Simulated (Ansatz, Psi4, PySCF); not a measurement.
CH2O (SMILES C=O) and H2Se (SMILES [SeH2]) are pulled apart as rigid monomers along the line of their centres of mass, from the B3LYP-D3(BJ)/def2-TZVP minimum. Starting geometry (charge 0, multiplicity 1):
```xyz
7

C      0.35370     0.06698    -0.32922
O      1.08377    -0.66807     0.27787
H      0.20414    -0.03382    -1.42102
H     -0.20388     0.87851     0.17370
Se     0.85551     0.68956     3.20346
H      0.41522    -0.71003     3.18420
H      0.20916     0.92501     4.50532
```

Interaction energies with rigid monomers; basis-set methods are counterpoise corrected unless marked otherwise.

Cores are frozen in the correlated methods. Filled d and f shells under p-block atoms count as core. Rows in 6-31G* carry no dispersion term and start afresh at each structure (6-31G* with six Cartesian d functions); the Pople sets are all-electron and without relativity. MP2/6-31G* freezes PySCF's default core, which leaves 3d correlated.

The values were computed with Ansatz (an electronic-structure program) with Gaussian orbitals; Psi4 for SAPT; PySCF for 6-31G* rows, the dispersion terms. Each number belongs to the level named beside it.

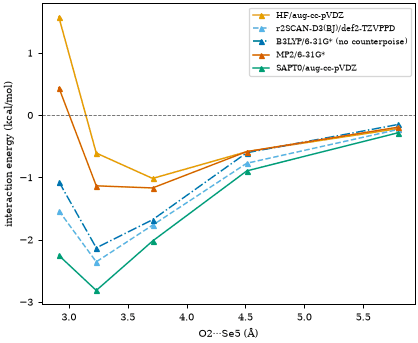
Figure. Interaction energy against separation

Problem. Which level binds most strongly at O2···Se5 = 3.23, and by how much?

Solution. SAPT0/aug-cc-pVDZ, -2.8 kcal/mol.
